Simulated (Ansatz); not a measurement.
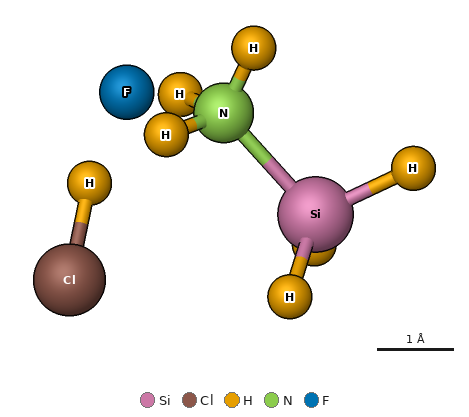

**Figure 1.** The structure (ball-and-stick view, seen at a tilt). Bond lengths as drawn: Cl–H 1.44 Å, H–N 1.02 to 1.20 Å, H–Si 1.47 to 1.48 Å and N–Si 1.83 Å.

# Run report: SiNH₇ClF, phonon calculation

- system: SiNH₇ClF
- method: RKS B3LYP-D4/def2-mTZVP (Ansatz 0.2.0)

It belongs to a series of runs on one base structure; here: vibrations at the highest image of the band.

## Output
```
Engine: ansatz 0.2.0, aarch64-unknown-linux-gnu
Functional definition: B3LYP
  parameter a0 = 0.2
  parameter ax = 0.72
  parameter ac = 0.81
  exchange = (1 - a0 - ax)*slater_x + ax*b88_x + a0*exact_x
  correlation = (1 - ac)*vwn_rpa_c + ac*lyp_c
1003 factors; integrals over basis functions are off by at most 6.4e-4 eV
mean field evaluation 1: about -24719.1309 eV, gradient 6.1e1 eV
mean field evaluation 2: about -24712.5316 eV, gradient 8.5e1 eV
mean field evaluation 4: about -24725.2608 eV, gradient 4.8e0 eV
mean field evaluation 8: about -24725.3277 eV, gradient 2.3e-2 eV
mean field -24725.32768339 eV, -908.6390329356 hartree, gradient 1.0e-5 eV, S^2 0.000000; 0 other end points of the search recorded, 0 dependent functions left out
the calculation of the forces begins
reference -24725.32795310 eV, -908.6390428474 hartree; 27, 27 occupied and 76, 76 virtual orbitals, 1003 factors
these checks for a lower state are left out or cut short: stability, starts, cluster_reference, orbital_swaps, neighbouring_geometries, increment
1003 factors; integrals over basis functions are off by at most 6.4e-4 eV
mean field evaluation 16: about -24725.2985 eV, gradient 1.9e-1 eV
mean field -24725.32750716 eV, -908.6390264592 hartree, gradient 1.1e-6 eV, S^2 0.000000; 0 other end points of the search recorded, 0 dependent functions left out
[... from here on the field's lines of each further geometry are left out, up to the last ...]
the calculation of the forces begins
reference -24725.32786404 eV, -908.6390395742 hartree; 27, 27 occupied and 76, 76 virtual orbitals, 1003 factors
these checks for a lower state are left out or cut short: stability, starts, cluster_reference, orbital_swaps, neighbouring_geometries, increment
1003 factors; integrals over basis functions are off by at most 6.4e-4 eV
mean field -24725.32763188 eV, -908.6390310425 hartree, gradient 1.2e-6 eV, S^2 0.000000; 0 other end points of the search recorded, 0 dependent functions left out
the calculation of the forces begins
reference -24725.32790159 eV, -908.6390409542 hartree; 27, 27 occupied and 76, 76 virtual orbitals, 1003 factors
WARN: phonons: modes at or below zero, which the zero-point energy, F, S and C_V leave out: 1, the lowest at -697.75 cm⁻¹. A minimum has none, and a first-order saddle one
Total energy: -24725.65124281 eV, -908.6509235250 hartree
Atom 0 at    -1.201583     0.633538    -0.366611 Å, force     0.002338    -0.000130     0.000656 eV/Å
Atom 1 at     0.997802    -1.855526    -1.467246 Å, force     0.010202     0.004957    -0.012914 eV/Å
Atom 2 at    -1.034379     0.934300    -1.796694 Å, force    -0.004591    -0.000809     0.001838 eV/Å
Atom 3 at    -1.975683     1.701322     0.304696 Å, force     0.000854    -0.001163     0.003824 eV/Å
Atom 4 at    -1.783882    -0.686134    -0.096838 Å, force     0.000960     0.000181    -0.001101 eV/Å
Atom 5 at     0.716761    -0.335632     0.946516 Å, force     0.000280    -0.011930     0.004729 eV/Å
Atom 6 at     0.447678     0.705832     0.422953 Å, force     0.013177     0.006076     0.012173 eV/Å
Atom 7 at     1.070039    -1.860357    -0.027836 Å, force    -0.007424    -0.004726     0.026610 eV/Å
Atom 8 at     1.022939    -1.498936     1.251503 Å, force    -0.006572     0.006547    -0.020952 eV/Å
Atom 9 at     0.550724     1.458915     1.100053 Å, force    -0.007085     0.007889    -0.009645 eV/Å
Atom 10 at     1.189486     0.802676    -0.270597 Å, force    -0.002138    -0.006891    -0.005219 eV/Å
Dipole moment:    -0.384035     1.321990     0.228312 e Å
Vibrations: -697.75 52.84 109.77 142.21 149.71 424.15 478.03 602.39 650.29 701.54 725.28 854.02 939.55 958.21 966.32 979.48 1002.81 1129.94 1536.55 1633.86 1654.99 1746.88 2253.19 2300.94 2326.94 3472.10 3547.34 cm⁻¹, zero-point energy 1.942792 eV
```

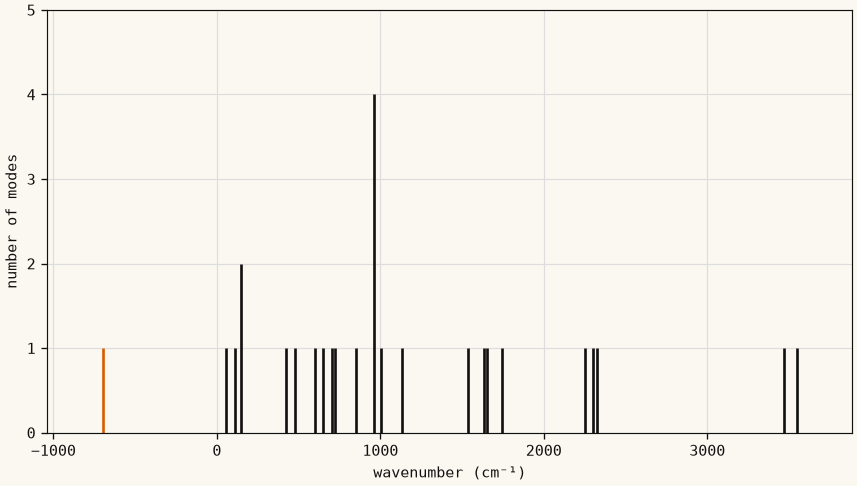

**Figure 2.** Harmonic vibrational wavenumbers from the force constants; neighbouring modes closer than 19 cm⁻¹ are counted in one stick, and imaginary ones are drawn at negative wavenumbers. 27 modes from 698i to 3547 cm⁻¹, 1 imaginary beyond 8i (698i cm⁻¹): a first-order saddle point, if the geometry is stationary.

This output came from the following input.

## Input
```yaml
crystal:
  periodic: [false, false, false]
  atoms:
    - { symbol: Si, position_ang: [-1.201583, 0.633538, -0.366611] }
    - { symbol: Cl, position_ang: [0.997802, -1.855526, -1.467246] }
    - { symbol: H, position_ang: [-1.034379, 0.9343, -1.796694] }
    - { symbol: H, position_ang: [-1.975683, 1.701322, 0.304696] }
    - { symbol: H, position_ang: [-1.783882, -0.686134, -0.096838] }
    - { symbol: H, position_ang: [0.716761, -0.335632, 0.946516] }
    - { symbol: "N", position_ang: [0.447678, 0.705832, 0.422953] }
    - { symbol: H, position_ang: [1.070039, -1.860357, -0.027836] }
    - { symbol: F, position_ang: [1.022939, -1.498936, 1.251503] }
    - { symbol: H, position_ang: [0.550724, 1.458915, 1.100053] }
    - { symbol: H, position_ang: [1.189486, 0.802676, -0.270597] }
basis:
  gaussian: { orbitals: def2-mTZVP }
hamiltonian:
  xc: b3lyp
  dispersion: d4
phonons: {}
```

Launch command:
```bash
ansatz run input.yaml --threads 2 --pin off --max-ram 3072MiB --backend cpu --events-out ev --progress --plain --runs-dir out
```

## Key numbers

- outcome: converged
- total energy: −24725.6512 eV
- mean-field energy: −24725.3280 eV
- largest force (length of the vector): 0.028 eV/Å
- hardware: 2 threads of Arm Neoverse V1, 24 GiB of memory available, shared host
- wall time: 1.8 min (CPU time 3.6 min)
- peak memory: 0.21 GiB
